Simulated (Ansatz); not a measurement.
# Calculations on HfNH3ClF3

Part 1: Relaxation

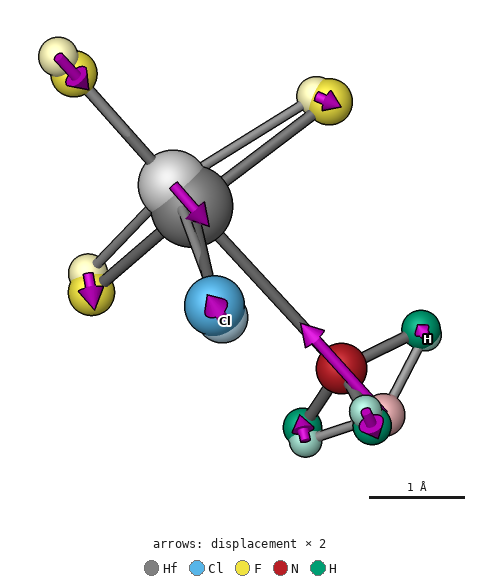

This is a relaxation of HfNH3ClF3. The starting structure is drawn faded, the final one solid; purple arrows show the displacements, 2 times their true length. The two geometries are superimposed by the best rigid fit.

A ball-and-stick model, seen from a free direction.

The run prepares an end point of a later path (reaction) calculation, from a guessed geometry.

Level of theory: RKS r2SCAN-D4/def2-SVP (Ansatz 0.2.0). Set-up: no spin polarisation; force threshold 0.03 eV/Å; at most 50 steps.

### Atoms of which element are displaced furthest, and by how much?

Nitrogen: up to 0.67 Å, against 0.30 Å for hafnium.

### Describe the change and its energy.

The energy falls by 112.9 kJ/mol in 8 accepted moves (10 points after the start). The largest force component goes from 1.4 to 0.029 eV/Å. The line search rejected the trial steps at points 5, 9 of the run. The largest move after the best rigid fit is that of the N atom, 0.67 Å. By element the largest moves are N 0.67 Å, Hf 0.30 Å, F 0.29 Å, H 0.22 Å, Cl 0.20 Å. Near-neighbour distances that change, for instance: Hf–N 3.399 → 2.442 Å, H–Hf 3.348 → 2.978 Å, H–Hf 3.324 → 2.978 Å, H–Hf 3.131 → 2.990 Å. New bonds form, among them: Hf–N (3.40 → 2.44 Å). Among the angles between lasting bonds that change: F–Hf–F 105.4° → 98.3°, F–Hf–F 110.4° → 117.3°, Cl–Hf–F 107.4° → 100.5°. Cost: 38 s on 4 threads of Arm Neoverse V2 (shared host), peak memory 0.22 GiB.

Limits of the set-up: the start holds two separate molecules, 2.6 Å apart at their closest, whose relative position is a soft coordinate.

Part 2: Relaxation

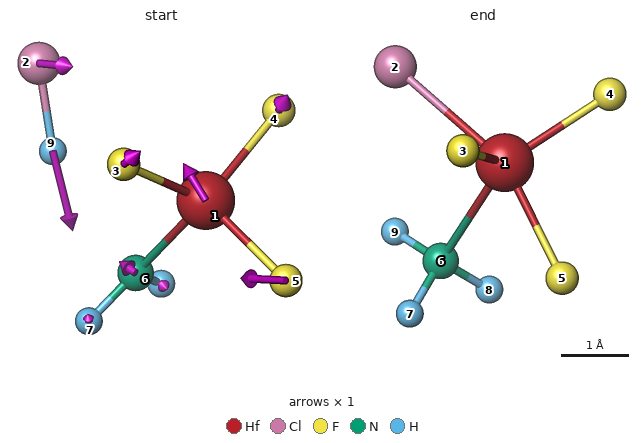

The structure of HfNH3ClF3 before (left) and after (right) a relaxation, at one scale. The purple arrows give the displacements, at their true length.

Style: ball-and-stick. Shown from a free direction.

The run prepares an end point of a later path (reaction) calculation, from a guessed geometry.

All numbers below come from RKS r2SCAN-D4/def2-SVP in Ansatz 0.2.0.

Input
```yaml
crystal:
  periodic: [false, false, false]
  atoms:
    - { symbol: Hf, position_ang: [-0.553061, -0.066292, -0.420744] }
    - { symbol: Cl, position_ang: [0.047978, 1.00671, 3.084969] }
    - { symbol: F, position_ang: [0.879295, -1.189192, 0.15797] }
    - { symbol: F, position_ang: [-0.196482, 1.798852, -0.622837] }
    - { symbol: F, position_ang: [-1.002343, -0.707829, -2.160285] }
    - { symbol: "N", position_ang: [-2.255831, -0.336657, 0.87257] }
    - { symbol: H, position_ang: [-2.59583, -1.245977, 1.188941] }
    - { symbol: H, position_ang: [-3.030972, 0.325671, 0.923466] }
    - { symbol: H, position_ang: [-1.064654, 0.414714, 2.627851] }
basis:
  gaussian: { orbitals: def2-SVP }
hamiltonian:
  xc: r2scan
  dispersion: d4
relax:
  f_tol: 0.03
  max_steps: 50
```

Run as
```bash
ansatz run input.yaml --threads 4 --pin off --max-ram 5120MiB --backend cpu --events-out ev --progress --plain --runs-dir out
```

**What changed between the two?**

Over 14 accepted moves (15 points after the start) the energy falls by 187.4 kJ/mol. The largest force component goes from 1.4 to 0.02 eV/Å. The line search rejected the trial step at point 11 of the run. H9 moves most after the best rigid fit: 1.29 Å. By element the largest moves are H 1.29 Å, F 1.04 Å, Cl 0.80 Å, Hf 0.68 Å, N 0.37 Å. Some distances before and after: Cl2–H9 1.341 → 2.714 Å, Hf1–Cl2 3.715 → 2.435 Å, N6–H9 2.250 → 1.023 Å, Hf1–N6 2.155 → 2.379 Å. New bonds form, among them: Hf1–Cl2 (3.72 → 2.43 Å), N6–H9 (2.25 → 1.02 Å). Bonds break, among them: Cl2–H9 (1.34 → 2.71 Å). Among the angles between lasting bonds that change: F5–Hf1–N6 108.6° → 73.0°, F3–Hf1–N6 109.7° → 124.1°, Hf1–N6–H7 124.1° → 110.5°.

Limits of the set-up: the start holds two separate molecules, 2.3 Å apart at their closest, whose relative position is a soft coordinate.

Part 3: Path

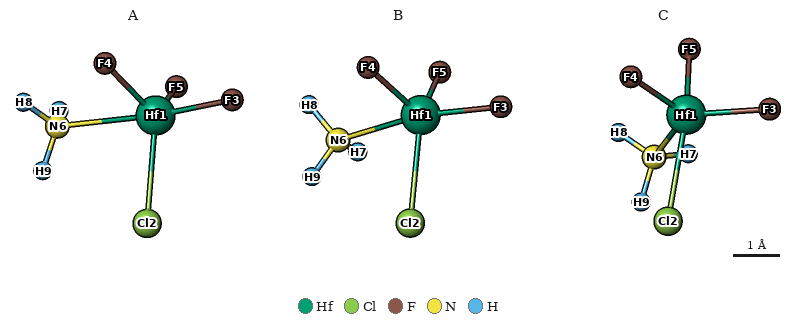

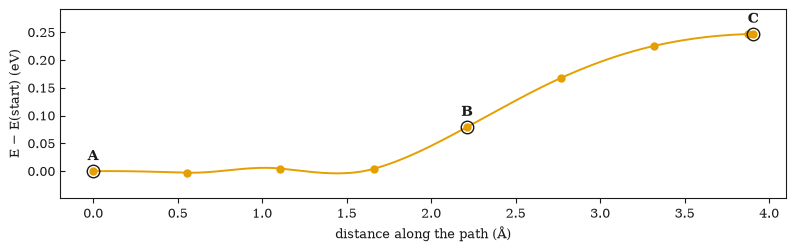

A search for the minimum-energy path of HfNH3ClF3 by the nudged elastic band. Images are numbered from 0 (start) to 8 (end). Frames A to C are images 0, 4, 8. Style: ball-and-stick. Shown at a tilt.

These are results of RKS r2SCAN-D4/def2-SVP in Ansatz 0.2.0, not measurements. Set-up: 7 movable images; climbing image; force threshold 0.05 eV/Å; iteration limit 60; starting path through a guess of the saddle point.

> Describe the mechanism and the energy profile.

No bond forms or breaks between the ends. There is no barrier: the inner images dip to −0.003 eV relative to the start, below both ends (the end lies at +0.247 eV), so the ends aren't minima along this motion. The band converged in 20 iterations. The largest component of the band force went from 16 to 0.032 eV/Å.

Cost: 6.6 min on 4 threads of Arm Neoverse V2, on a shared host, peak memory 0.23 GiB.
